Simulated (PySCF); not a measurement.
## What a change does: NMR shielding calculation on C₆H₁₁F₃

System: C₆H₁₁F₃.
Method of run 1: GIAO PBE0/pcSseg-1 NMR shielding, non-relativistic, gas phase (PySCF 2.14.0).

The geometry comes from this level: PBE0-D3(BJ)/def2-SVP. Text and figures count atoms from 1; the logs count them from 0 in places.

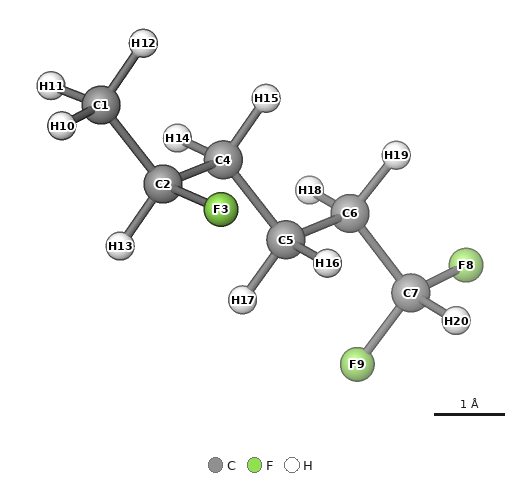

Fig. 1: The structure as given in the input (ball-and-stick view, seen at a tilt; atoms are numbered from 1 in the order of the input). Bond lengths as drawn: C–C 1.50 to 1.52 Å, C–F 1.35 to 1.39 Å and C–H 1.10 to 1.11 Å.

### Input file, run 1
```
{"job": {"kind": "nmr", "xc": "PBE0", "basis": "pcSseg-1"}, "charge": 0, "multiplicity": 1}
C     -3.183537     0.111786     0.665865
C     -1.798543    -0.443355     0.898995
F     -1.507791    -0.346752     2.252491
C     -0.711647     0.273638     0.123789
C      0.677009    -0.289487     0.379698
C      1.771063     0.481071    -0.340100
C      3.144608    -0.088086    -0.107083
F      4.071672     0.638691    -0.773122
F      3.209567    -1.358878    -0.574410
H     -3.918239    -0.416986     1.289417
H     -3.476017    -0.002708    -0.388394
H     -3.216275     1.181462     0.922826
H     -1.776679    -1.521039     0.649236
H     -0.952802     0.216583    -0.951598
H     -0.742459     1.343797     0.395512
H      0.863906    -0.284641     1.466429
H      0.713140    -1.346016     0.064227
H      1.603780     0.482786    -1.430444
H      1.785948     1.534011    -0.014136
H      3.428102    -0.109594     0.961178
```

The first line tells a small driver script what to run in PySCF; the rest is the geometry in Å.

Launched with:
```bash
OMP_NUM_THREADS=1 python <driver script> task.json out
```

Hardware: 1 CPU thread, shared host.

### Output (run 1)
```
coarse grid: 16600 points
cycle   1  E = -533.9925238220  dE =  9.283e-01  |g| = 8.169e-01  |ddm| = 3.714e+00
cycle   2  E = -533.9138609391  dE =  7.866e-02  |g| = 1.121e+00  |ddm| = 1.166e+00
cycle   3  E = -534.1081172080  dE = -1.943e-01  |g| = 7.593e-02  |ddm| = 6.855e-01
cycle   4  E = -534.1090627673  dE = -9.456e-04  |g| = 3.525e-02  |ddm| = 7.318e-02
cycle   5  E = -534.1093407847  dE = -2.780e-04  |g| = 5.303e-03  |ddm| = 3.062e-02
cycle   6  E = -534.1093457725  dE = -4.988e-06  |g| = 2.258e-03  |ddm| = 5.450e-03
final grid: 161152 points
cycle   7  E = -534.1838155936  dE = -5.976e-05  |g| = 1.007e-02  |ddm| = 3.091e-02
cycle   8  E = -534.1838015995  dE =  1.399e-05  |g| = 1.361e-02  |ddm| = 1.750e-02
cycle   9  E = -534.1838383021  dE = -3.670e-05  |g| = 1.200e-03  |ddm| = 9.489e-03
cycle  10  E = -534.1838385464  dE = -2.444e-07  |g| = 2.487e-04  |ddm| = 1.049e-03
cycle  11  E = -534.1838385561  dE = -9.632e-09  |g| = 7.501e-05  |ddm| = 2.155e-04
cycle  12  E = -534.1838385571  dE = -1.002e-09  |g| = 1.979e-05  |ddm| = 7.038e-05
cycle  13  E = -534.1838385571  dE = -6.025e-11  |g| = 4.953e-06  |ddm| = 1.603e-05
converged SCF energy = -534.1838385571

GIAO shielding tensors (ppm)
atom      isotropic    diamagn.    paramagn.     s11        s22        s33       span
  0 C      161.007     246.639     -85.631    143.906    153.611    185.505     41.600
  1 C       94.513     242.765    -148.252     60.820     80.534    142.185     81.365
  2 F      380.779     475.689     -94.910    364.372    382.689    395.276     30.903
  3 C      144.188     251.534    -107.346    127.568    136.614    168.381     40.814
  4 C      162.141     251.201     -89.060    147.875    166.299    172.251     24.376
  5 C      146.452     247.931    -101.480    126.171    144.727    168.458     42.286
  6 C       64.161     243.100    -178.939     44.045     69.675     78.764     34.718
  7 F      305.880     466.933    -161.053    205.528    336.842    375.269    169.741
  8 F      313.634     473.616    -159.982    223.185    337.101    380.617    157.432
  9 H       29.549      26.192       3.357     25.537     26.959     36.149     10.612
 10 H       30.306      28.477       1.829     26.158     28.450     36.312     10.154
 11 H       29.967      28.567       1.400     26.382     28.712     34.806      8.424
 12 H       26.912      30.975      -4.063     25.034     26.092     29.609      4.576
 13 H       30.126      34.164      -4.038     25.064     31.205     34.110      9.046
 14 H       29.996      33.670      -3.674     25.697     30.836     33.454      7.757
 15 H       29.637      33.105      -3.468     23.885     31.260     33.767      9.882
 16 H       30.001      33.365      -3.364     24.309     31.133     34.561     10.252
 17 H       29.654      30.964      -1.310     25.737     29.945     33.279      7.543
 18 H       29.834      30.876      -1.042     25.165     30.213     34.123      8.958
 19 H       25.556      27.523      -1.967     23.264     24.845     28.559      5.295
```

For run 2 the input was changed thus:
```diff
-"xc": "PBE0"
+"xc": "wB97X-D"
+"pop": false
```

Predict how the results change.

The total energies belong to different methods, so their difference says nothing on which is more stable or more accurate. The HOMO goes from −9.11 to −11.04 eV. The LUMO goes from 1.33 to 3.15 eV. The dipole moment goes from 2.25 to 2.30 D. Of all shieldings, the largest change is that of F3, by +4.9 ppm. The functional changes from PBE0 to wB97X-D. The number of SCF iterations is the same.

### Output (run 2)
```
coarse grid: 16600 points
cycle   1  E = -534.3814527288  dE =  1.206e+00  |g| = 8.795e-01  |ddm| = 3.680e+00
cycle   2  E = -534.3755397618  dE =  5.913e-03  |g| = 9.983e-01  |ddm| = 9.986e-01
cycle   3  E = -534.5172846798  dE = -1.417e-01  |g| = 5.457e-02  |ddm| = 5.142e-01
cycle   4  E = -534.5177994350  dE = -5.148e-04  |g| = 2.466e-02  |ddm| = 4.862e-02
cycle   5  E = -534.5179292890  dE = -1.299e-04  |g| = 5.822e-03  |ddm| = 2.448e-02
cycle   6  E = -534.5179362583  dE = -6.969e-06  |g| = 1.842e-03  |ddm| = 5.079e-03
final grid: 161152 points
cycle   7  E = -534.5945971713  dE = -2.779e-04  |g| = 9.914e-03  |ddm| = 4.899e-02
cycle   8  E = -534.5945981446  dE = -9.732e-07  |g| = 1.055e-02  |ddm| = 1.301e-02
cycle   9  E = -534.5946127159  dE = -1.457e-05  |g| = 6.745e-04  |ddm| = 5.589e-03
cycle  10  E = -534.5946128431  dE = -1.272e-07  |g| = 3.527e-04  |ddm| = 1.385e-03
cycle  11  E = -534.5946128691  dE = -2.597e-08  |g| = 5.660e-05  |ddm| = 3.588e-04
cycle  12  E = -534.5946128700  dE = -9.111e-10  |g| = 3.439e-05  |ddm| = 1.247e-04
cycle  13  E = -534.5946128702  dE = -2.340e-10  |g| = 5.968e-06  |ddm| = 3.738e-05
converged SCF energy = -534.5946128702

GIAO shielding tensors (ppm)
atom      isotropic    diamagn.    paramagn.     s11        s22        s33       span
  0 C      160.791     246.374     -85.582    143.634    153.822    184.918     41.285
  1 C       94.812     242.896    -148.084     60.528     80.554    143.353     82.826
  2 F      385.676     476.171     -90.495    371.493    387.601    397.934     26.441
  3 C      144.881     251.869    -106.988    128.304    137.378    168.959     40.655
  4 C      162.686     251.490     -88.804    148.418    166.634    173.007     24.589
  5 C      146.818     248.179    -101.361    126.338    145.102    169.014     42.676
  6 C       64.396     243.122    -178.726     44.097     69.754     79.337     35.241
  7 F      310.391     467.200    -156.810    209.477    341.640    380.055    170.578
  8 F      317.892     473.863    -155.971    226.693    342.208    384.774    158.081
  9 H       29.649      26.166       3.483     25.631     27.082     36.233     10.603
 10 H       30.430      28.591       1.839     26.291     28.572     36.427     10.136
 11 H       30.043      28.646       1.397     26.435     28.809     34.885      8.450
 12 H       27.071      31.177      -4.105     25.200     26.271     29.743      4.542
 13 H       30.281      34.486      -4.205     25.204     31.345     34.294      9.090
 14 H       30.105      33.961      -3.855     25.765     30.968     33.583      7.818
 15 H       29.767      33.371      -3.604     24.008     31.385     33.907      9.899
 16 H       30.115      33.678      -3.562     24.410     31.259     34.678     10.268
 17 H       29.757      31.203      -1.446     25.790     30.086     33.396      7.606
 18 H       29.960      31.098      -1.138     25.265     30.358     34.257      8.991
 19 H       25.712      27.627      -1.916     23.416     25.021     28.697      5.281
```

### The two runs side by side

```csv
quantity,run 1,run 2
outcome,converged,converged
total energy (hartree),−534.183839,−534.594613
HOMO (eV),−9.11,−11.04
LUMO (eV),1.33,3.15
dipole moment (D),2.25,2.30
shielding of C2 (ppm),94.5,94.8
shielding of F3 (ppm),380.8,385.7
shielding of C4 (ppm),144.2,144.9
shielding of C5 (ppm),162.1,162.7
shielding of C6 (ppm),146.5,146.8
shielding of F8 (ppm),305.9,310.4
shielding of F9 (ppm),313.6,317.9
SCF iterations,13,13
basis functions,208,208
wall time (shared host),65 s,81 s
```
